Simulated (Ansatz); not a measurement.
**Moving the knobs of a GW run on SrHgGeSe4 (Ama2)**

A base run on SrHgGeSe4 (Ama2), then changed inputs.

Method: G0W0 on PBE, plane waves, PAW; PAW set soft_1, in Ansatz 0.2.0.

**1. The starting structure**

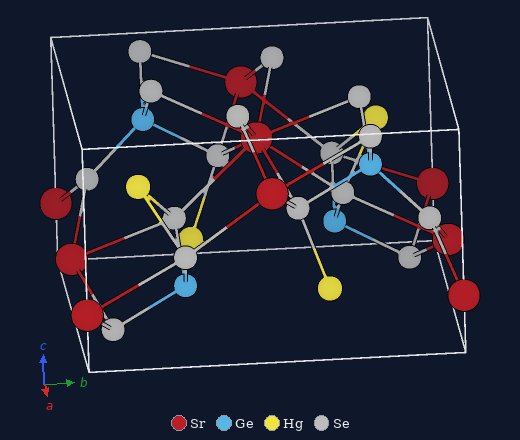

The cell as given, slightly off an axis (strontium red, germanium blue, mercury yellow, selenium light grey). This picture shows the conventional cell, with its axes. Some periodic images of atoms are drawn too.

Geometry: measured cell, ions relaxed with PBE. The runs that relaxed it are not among those shown. Spin-orbit coupling is left out unless a step names it.

**2. The base run: 2×2×2 mesh, 877 empty bands, screening to 100 eV, PAW set soft_1 files**

G0W0 replaces the xc potential by the self-energy, built once from these orbitals. Only a window of levels is corrected, while the sums run over the empty bands that the input names. This step takes PAW set soft_1 files.

input.yaml reads:

```yaml
crystal:
  lattice:
    - [10.8375, 0.0, 0.0]
    - [0.0, 5.3728, 3.31885]
    - [0.0, -5.3728, 3.31885]
  atoms:
    - { symbol: Sr, position: [0.0, 0.2560433466, 0.2560433466] }
    - { symbol: Sr, position: [0.5, 0.2560433466, 0.2560433466] }
    - { symbol: Ge, position: [0.25, 0.9567885199, 0.5195787844] }
    - { symbol: Ge, position: [0.75, 0.5195787844, 0.9567885199] }
    - { symbol: Hg, position: [0.25, 0.5280692319, 0.8556187453] }
    - { symbol: Hg, position: [0.75, 0.8556187453, 0.5280692319] }
    - { symbol: Se, position: [0.0730524407, 0.1828143308, 0.7237791204] }
    - { symbol: Se, position: [0.9269475593, 0.7237791204, 0.1828143308] }
    - { symbol: Se, position: [0.4269475593, 0.1828143308, 0.7237791204] }
    - { symbol: Se, position: [0.5730524407, 0.7237791204, 0.1828143308] }
    - { symbol: Se, position: [0.25, 0.9728837483, 0.1441951116] }
    - { symbol: Se, position: [0.75, 0.1441951116, 0.9728837483] }
    - { symbol: Se, position: [0.25, 0.5501429265, 0.4178893364] }
    - { symbol: Se, position: [0.75, 0.4178893364, 0.5501429265] }
kpoints:
  mp_grid: { grid: [2, 2, 2] }
hamiltonian:
  xc: pbe
  pseudopotentials: { kind: paw, azcp: { folder: soft_1 } }
scf:
  occupations: { method: fixed }
gw:
  n_empty_bands: 877
  ecut_chi: 100.0
  qp_bands: [v4, c4]
  qp_kpoints: band_edges
  screening: { model: contour_deformation }
```

Command:

```sh
ansatz run input.yaml --threads 2 --pin off --max-ram 92160MiB --backend cuda --events-out ev --progress --plain --runs-dir out --devices 1 --max-vram 13GiB
```

Numbers of over 12 decimals in the logs are rounded to 6 here.

Log:

```text
GPUs: using 1 of 1 available (devices: 1).
Engine: ansatz 0.2.0, x86_64-unknown-linux-gnu
Pseudopotentials: kind: paw
Pseudopotential: Sr, paw, valence charge 10, recommended cutoff 420 eV (normal), soft_1/Sr.paw.azcp
Pseudopotential: Ge, paw, valence charge 14, recommended cutoff 420 eV (normal), soft_1/Ge.paw.azcp
Pseudopotential: Hg, paw, valence charge 20, recommended cutoff 420 eV (normal), soft_1/Hg.paw.azcp
Pseudopotential: Se, paw, valence charge 16, recommended cutoff 420 eV (normal), soft_1/Se.paw.azcp
Functional definition: PBE
  parameter kappa = 0.804
  parameter beta = 0.066725
  exchange = pbe_x(kappa = kappa, mu = beta*pi^2/3)
  correlation = pbe_c(beta = beta)
device memory: the entry about to start is reckoned to put 3.9 GiB on a device that reports 43.9 GiB free (of which the cap on the GPU budget leaves the run 13.0 GiB)
GPU FFT provider: cuFFT
GPU libraries: cuBLAS 13.8.2, cuFFT 12.4.0, cuSOLVER 12.3.4
Crystal: 14 atoms, lattice volume = 386.498 Å³
Basis set: ecut = 420 eV, 7535 PW (Γ)
Bands: 130, of which v1, the nominal top of the filled ones, is band 108 counted from 1 (107 counted from 0)
Symmetry: 4 space group operations
Space group: Ama2 (ITA 40), of the structure as read, at distance tolerance 7.3e-5 Å
k-points: 6 of 8
Non-local potential: Sr, projectors of the file, l = 0: 3, l = 1: 2, l = 2: 2
Non-local potential: Ge, projectors of the file, l = 0: 2, l = 1: 2, l = 2: 3, l = 3: 1
Non-local potential: Hg, projectors of the file, l = 0: 3, l = 1: 2, l = 2: 2, l = 3: 1
Non-local potential: Se, projectors of the file, l = 0: 2, l = 1: 2, l = 2: 3, l = 3: 1
PAW form: soft (Blöchl's): semilocal exchange-correlation on the pseudo side does not see the compensation charge
PAW one-centre angular grid: Sr, 110 points (default); XC on 64 Gauss nodes
PAW one-centre angular grid: Ge, 590 points (default); XC on 64 Gauss nodes
PAW one-centre angular grid: Hg, 590 points (default); XC on 64 Gauss nodes
PAW one-centre angular grid: Se, 590 points (default); XC on 64 Gauss nodes
Initial density: superposition of atomic densities (chi_scale 0.1, normalization cell, long waves kept (reshape's long-wave potential 0.01 eV rms))
Initial wavefunctions: pseudopotential atomic-orbital guess
GPU buffer pool allocated for 151875 grid points (all kernels)
GPU transforms: local potential and band sums: pruned to the plane-wave sphere, on 75×45×45
Functional: x = pbe(κ = 0.804, μ = 0.219515), c = pbe(β = 0.066725)
SCF iter   1: F=—  HF=-87077.200748 eV  |F-HF|=—  |Δ(HF+E_count)|=         —  Δρ=4.05e-2  dr2=1.16e1  ethr=3.10e-3  ⟨swp⟩=6.5  Hψ=2537  notcnv=0  defer=112
preconditioner: auto → Resta (q_TF=auto, 2.476 Å⁻¹)  ε∞=4.6  [insulator: Δε(μ)=0.895 eV  Ē_g=9.103 eV  n_scr=98 (ndim 8)  ℏωp=17.3 eV  f_vac=0.062  ε∞_Penn≈4.6]
[...]
NSCF: frozen V_eff on 1 k-points
SCF converged after 11 iterations
Free energy (F): -87073.106208 eV
Harris-Foulkes:  -87073.106208 eV  (|F-HF|=4.97e-8)
Internal energy: -87073.106208 eV  (E = F + TS)
E sigma→0 (E₀):  -87073.106208 eV
Fermi energy:    7.327226 eV
--- Per-component energies (eV) ---
  E_band       = -4664.202243
  E_kinetic    = 2688.244571
  E_local      = -36330.921456  (includes V_loc(G=0)·N_el)
  E_nonlocal   = -1765.493586
  E_hartree    = 17748.281841
  E_xc         = -1596.838328
  E_vxc        = -1665.429889  (∫ρ·V_xc dr)
  E_paw        = -46364.562415  (= ΣΔE_a)
  E_vpaw       = -3087.168214  (= ΣTr[D̂ρ^β])
  E_aug_tail   = -0.001997  (compensation charges beyond the density's cutoff)
  E_ewald      = -21451.814837
  E_smearing   = -0.000000  (= −TS)
  E_closure    = -0.000000  (closes the sum)
  Σ components = -87073.106208   (vs F -87073.106208, Δ=0.00e0)
--- Band table (eV; the first three rows and the last of 6) ---
  k-point 0: bands = [... 104 lower, 6.7880, 6.8119, 6.8815, 6.9276, 8.7138, 9.2301, 9.6663, 10.1852, ... 18 higher]
  k-point 1: bands = [... 104 lower, 6.3749, 6.6398, 6.6781, 6.7549, 8.6975, 9.3297, 9.4456, 10.0309, ... 18 higher]
  k-point 2: bands = [... 104 lower, 6.8373, 6.8876, 7.1171, 7.3272, 8.4482, 9.4679, 9.9074, 10.0456, ... 18 higher]
  k-point 5: bands = [... 104 lower, 6.5325, 6.5325, 7.1821, 7.1821, 9.0400, 9.0400, 10.0635, 10.0635, ... 18 higher]
--- G₀W₀: contour deformation, 7 samples at zero and on the imaginary axis and 1 off it, 8 q-points, 877 empty bands' worth ---
  eigenvalues of the whole cell's RPA ε∞ on this k-mesh (on a slab, of 1 + 4πα/V) = 6.6702, 7.5376, 10.4379; static W/v taken at q = 0 is 0.111175
  bands read: the sum over 985 bands ends inside a degenerate multiplet in 2 slots, whose members it reads at an even weight; the widest, k=3: bands 985 to 986 (counted from 1) at 1/2 each
  gw.qp_kpoints: band_edges: 6 of 6 stored k-points solved, in 1 pass; an edge of the gap read off the rows below is read off those points alone
    ik  band        ε_KS         Σx   Σc(E_QP)       V_xc       Z   E_QP_lin       E_QP  E_QP is
     0   105      6.7880   -17.9458     2.0070   -15.3622  0.7399     6.2021     6.2114  root
     0   106      6.8119   -17.8867     1.8866   -15.4628  0.7380     6.2666     6.2747  root
     0   107      6.8815   -17.9964     1.8522   -15.6095  0.7422     6.3393     6.3468  root
     0   108      6.9276   -18.1989     1.8839   -15.7408  0.7460     6.3455     6.3535  root
     0   109      8.7138   -10.9576    -3.3811   -14.6569  0.7711     9.0337     9.0320  root
     0   110      9.2301   -10.8650    -3.4942   -14.7346  0.7590     9.6085     9.6054  root
     0   111      9.6663   -11.4776    -3.6911   -15.5435  0.7533    10.0428    10.0412  root
     0   112     10.1852   -11.2708    -3.9299   -15.6216  0.7331    10.6122    10.6061  root
[...]
5   109      9.0400   -10.7787    -3.4214   -14.5211  0.7575     9.3635     9.3610  root
     5   110      9.0400   -10.7787    -3.4214   -14.5211  0.7575     9.3635     9.3610  root
     5   111     10.0635   -10.4477    -3.7964   -14.5975  0.7569    10.4204    10.4169  root
     5   112     10.0635   -10.4477    -3.7964   -14.5975  0.7569    10.4204    10.4169  root
```

The job ended after 34 s (1 × NVIDIA H100 80GB HBM3 (shared by 6 runs) with 2 threads of AMD EPYC 7R13 (Zen 3), shared host; peak memory 3 GiB).

The column dr2 measures how far the density is from self-consistency, as an energy; F and HF (Harris–Foulkes) agree once it is small.

This step gave:

- bands summed: 985
- RPA ε∞ on this mesh (eigenvalues): 6.670, 7.538, 10.44
- plane waves in the screening matrix: 889
- q-points in the mesh: 8
- G0W0 gap on the mesh: 1.915 eV
- k of the valence top: 0, -0.5, -0.5
- k of the conduction bottom: 0, -0.5, -0.5
- starting gap on the mesh: 1.121 eV
- Z at the valence top: 0.7404
- Z at the conduction bottom: 0.7681
- least direct G0W0 gap on the computed points: 1.915 eV

The gap on the mesh goes from 1.12 eV to 1.92 eV, a correction of +0.79 eV. Between the two edge states, bare exchange in place of the xc potential would open the gap by 5.99 eV, and correlation takes back 5.20 eV.

**3. Variant: larger pair-density box**

Edit input.yaml of step 2 so:

```diff
@@ -29,3 +29,3 @@
   n_empty_bands: 877
-  ecut_chi: 100.0
+  ecut_chi: 100
   qp_bands: [v4, c4]
@@ -33 +33,2 @@
   screening: { model: contour_deformation }
+  ecutfock_ratio: 2
```

Log:

```text
GPUs: using 1 of 1 available (devices: 1).
[...]
GPU FFT provider: cuFFT
GPU libraries: cuBLAS 13.8.2, cuFFT 12.4.0, cuSOLVER 12.3.4
Crystal: 14 atoms, lattice volume = 386.498 Å³
Basis set: ecut = 420 eV, 7535 PW (Γ)
Bands: 130, of which v1, the nominal top of the filled ones, is band 108 counted from 1 (107 counted from 0)
[... 1 set-up line as in the run before ...]
[...]
k-points: 6 of 8
[...]
GPU buffer pool allocated for 151875 grid points (all kernels)
[...]
SCF iter   1: F=—  HF=-87077.200748 eV  |F-HF|=—  |Δ(HF+E_count)|=         —  Δρ=4.05e-2  dr2=1.16e1  ethr=3.10e-3  ⟨swp⟩=6.5  Hψ=2537  notcnv=0  defer=112
[...]
SCF iter  11: F=-87073.106208 eV  HF=-87073.106208 eV  |F-HF|=4.97e-8  |Δ(HF+E_count)|=   5.63e-7  Δρ=2.84e-6  dr2=5.65e-8  ethr=4.63e-11  ⟨swp⟩=13.7  Hψ=4057  notcnv=0
SCF 1 converged in 11 iterations: F = -87073.106208 eV  dr2 = 5.65e-8
[...]
NSCF: frozen V_eff on 6 k-points
[...]
G₀W₀ screening: q 1/6
[... further progress lines ...]
[...]
SCF converged after 11 iterations
Free energy (F): -87073.106208 eV
[...]
Internal energy: -87073.106208 eV  (E = F + TS)
E sigma→0 (E₀):  -87073.106208 eV
Fermi energy:    7.327226 eV
[...]
--- Band table (eV; the first three rows and the last of 6) ---
  k-point 0: bands = [... 104 lower, 6.7880, 6.8119, 6.8815, 6.9276, 8.7138, 9.2301, 9.6663, 10.1852, ... 18 higher]
  k-point 1: bands = [... 104 lower, 6.3749, 6.6398, 6.6781, 6.7549, 8.6975, 9.3297, 9.4456, 10.0309, ... 18 higher]
  k-point 2: bands = [... 104 lower, 6.8373, 6.8876, 7.1171, 7.3272, 8.4482, 9.4679, 9.9074, 10.0456, ... 18 higher]
  k-point 5: bands = [... 104 lower, 6.5325, 6.5325, 7.1821, 7.1821, 9.0400, 9.0400, 10.0635, 10.0635, ... 18 higher]
[...]
0   105      6.7880   -17.9458     2.0070   -15.3622  0.7399     6.2021     6.2114  root
     0   106      6.8119   -17.8867     1.8866   -15.4628  0.7380     6.2666     6.2747  root
     0   107      6.8815   -17.9964     1.8522   -15.6095  0.7422     6.3393     6.3468  root
     0   108      6.9276   -18.1989     1.8839   -15.7408  0.7460     6.3455     6.3535  root
     0   109      8.7138   -10.9576    -3.3811   -14.6569  0.7711     9.0337     9.0320  root
     0   110      9.2301   -10.8650    -3.4942   -14.7346  0.7590     9.6085     9.6054  root
     0   111      9.6663   -11.4776    -3.6911   -15.5435  0.7533    10.0428    10.0412  root
     0   112     10.1852   -11.2708    -3.9299   -15.6216  0.7331    10.6122    10.6061  root
[...]
5   109      9.0400   -10.7787    -3.4214   -14.5211  0.7575     9.3635     9.3610  root
     5   110      9.0400   -10.7787    -3.4214   -14.5211  0.7575     9.3635     9.3610  root
     5   111     10.0635   -10.4477    -3.7964   -14.5975  0.7569    10.4204    10.4169  root
     5   112     10.0635   -10.4477    -3.7964   -14.5975  0.7569    10.4204    10.4169  root
```

Elapsed: 42 s, on 1 × NVIDIA H100 80GB HBM3 (shared by 6 runs) with 2 threads; peak memory 2.9 GiB; 60 s of CPU time.

The G0W0 gap on the mesh is 1.915 eV.

Against the base:

| setting | base | variant |
| --- | --- | --- |
| ecutfock ratio | - | 2 |

| quantity | variant | base |
| --- | --- | --- |
| starting gap on the mesh | 1.121 | 1.121 |
| G0W0 gap on the mesh | 1.915 | 1.915 |
| least direct G0W0 gap on the computed points | 1.915 | 1.915 |
| Z at the valence top | 0.740 | 0.740 |
| Z at the conduction bottom | 0.768 | 0.768 |

**4. Variant: guard bands**

Edit input.yaml of step 3 so:

```diff
@@ -28,4 +28,4 @@
 gw:
-  n_empty_bands: 877
-  ecut_chi: 100
+  n_empty_bands: 627
+  ecut_chi: 80
   qp_bands: [v4, c4]
@@ -33,2 +33,2 @@
   screening: { model: contour_deformation }
-  ecutfock_ratio: 2
+  n_guard_bands: 12
```

Log:

```text
GPUs: using 1 of 1 available (devices: 1).
[...]
GPU FFT provider: cuFFT
GPU libraries: cuBLAS 13.8.2, cuFFT 12.4.0, cuSOLVER 12.3.4
Crystal: 14 atoms, lattice volume = 386.498 Å³
Basis set: ecut = 420 eV, 7535 PW (Γ)
Bands: 130, of which v1, the nominal top of the filled ones, is band 108 counted from 1 (107 counted from 0)
[... 1 set-up line as in the run before ...]
[...]
k-points: 6 of 8
[...]
GPU buffer pool allocated for 151875 grid points (all kernels)
[...]
SCF iter   1: F=—  HF=-87077.200748 eV  |F-HF|=—  |Δ(HF+E_count)|=         —  Δρ=4.05e-2  dr2=1.16e1  ethr=3.10e-3  ⟨swp⟩=6.5  Hψ=2537  notcnv=0  defer=112
[...]
SCF iter  11: F=-87073.106208 eV  HF=-87073.106208 eV  |F-HF|=4.97e-8  |Δ(HF+E_count)|=   5.63e-7  Δρ=2.84e-6  dr2=5.65e-8  ethr=4.63e-11  ⟨swp⟩=13.7  Hψ=4057  notcnv=0
SCF 1 converged in 11 iterations: F = -87073.106208 eV  dr2 = 5.65e-8
[...]
G₀W₀ screening: q 1/6
[... further progress lines ...]
[...]
SCF converged after 11 iterations
Free energy (F): -87073.106208 eV
[...]
Internal energy: -87073.106208 eV  (E = F + TS)
E sigma→0 (E₀):  -87073.106208 eV
Fermi energy:    7.327226 eV
[...]
--- Band table (eV; the first three rows and the last of 6) ---
  k-point 0: bands = [... 104 lower, 6.7880, 6.8119, 6.8815, 6.9276, 8.7138, 9.2301, 9.6663, 10.1852, ... 18 higher]
  k-point 1: bands = [... 104 lower, 6.3749, 6.6398, 6.6781, 6.7549, 8.6975, 9.3297, 9.4456, 10.0309, ... 18 higher]
  k-point 2: bands = [... 104 lower, 6.8373, 6.8876, 7.1171, 7.3272, 8.4482, 9.4679, 9.9074, 10.0456, ... 18 higher]
  k-point 5: bands = [... 104 lower, 6.5325, 6.5325, 7.1821, 7.1821, 9.0400, 9.0400, 10.0635, 10.0635, ... 18 higher]
[...]
0   105      6.7880   -17.9458     2.1187   -15.3622  0.7408     6.3172     6.3230  root
     0   106      6.8119   -17.8867     1.9882   -15.4628  0.7391     6.3712     6.3763  root
     0   107      6.8815   -17.9964     1.9667   -15.6095  0.7432     6.4568     6.4612  root
     0   108      6.9276   -18.1989     1.9976   -15.7408  0.7470     6.4623     6.4672  root
     0   109      8.7138   -10.9576    -3.2762   -14.6569  0.7719     9.1399     9.1369  root
     0   110      9.2301   -10.8650    -3.3802   -14.7346  0.7597     9.7249     9.7195  root
     0   111      9.6663   -11.4776    -3.5810   -15.5435  0.7542    10.1550    10.1512  root
     0   112     10.1852   -11.2708    -3.8140   -15.6216  0.7339    10.7328    10.7220  root
[...]
5   109      9.0400   -10.7787    -3.3143   -14.5211  0.7582     9.4730     9.4681  root
     5   110      9.0400   -10.7787    -3.3143   -14.5211  0.7582     9.4730     9.4681  root
     5   111     10.0635   -10.4477    -3.6907   -14.5975  0.7578    10.5286    10.5226  root
     5   112     10.0635   -10.4477    -3.6907   -14.5975  0.7578    10.5286    10.5226  root
```

It took 34 s on 1 × NVIDIA H100 80GB HBM3 (shared by 6 runs) with 2 threads; peak memory 2.4 GiB; 41 s of CPU time.

The G0W0 gap on the mesh is 1.903 eV.

Against the base:

| setting | base | variant |
| --- | --- | --- |
| empty bands | 877 | 627 |
| screening cutoff (eV) | 100.0 | 80 |
| n guard bands | - | 12 |

| quantity | variant | base |
| --- | --- | --- |
| starting gap on the mesh | 1.121 | 1.121 |
| G0W0 gap on the mesh | 1.903 | 1.915 |
| least direct G0W0 gap on the computed points | 1.903 | 1.915 |
| Z at the valence top | 0.742 | 0.740 |
| Z at the conduction bottom | 0.769 | 0.768 |

**5. Summary of results**

| Item | Value |
| --- | --- |
| base | 1.92 eV, 34 s |
| larger pair-density box | 1.92 eV, 42 s |
| guard bands | 1.90 eV, 34 s |

Larger pair-density box: the gap moves by +0.00 eV. Guard bands: the gap moves by −0.01 eV. The variant differs from the base in empty bands, screening cutoff and n guard bands together, so the change can't be laid to one of them. All runs here use a coarse mesh and modest cutoffs; they test settings and are not final values. The 2×2×2 mesh is coarse for this cell (its supercell is 13 Å along the shortest edge). The RPA ε∞ on it, from the PBE start, is 6.67, 7.54 and 10.44; such meshes misread the long-range screening, most where the gap is narrow. The many-body steps are scalar-relativistic: spin-orbit coupling is not in them.

[Paths, hosts, dates, memory and timing lines, banners, echoed tables and standing remarks are left out of the program output.]

[Logs are printed without paths, hosts, clocks, repeated set-up lines and the standing remarks that a program may print on its own settings, such as how far it seeks lower states.]

[Runs of the session that timed out or met a known fault of the program may be left out.]

[Cells called generated may have been cut or substituted from an entry of the Crystallography Open Database or the Materials Project.]

[Hosts, paths, dates, database ids (printed as entryN), source tags and the programs' standing remarks are cut or masked in the printed files.]
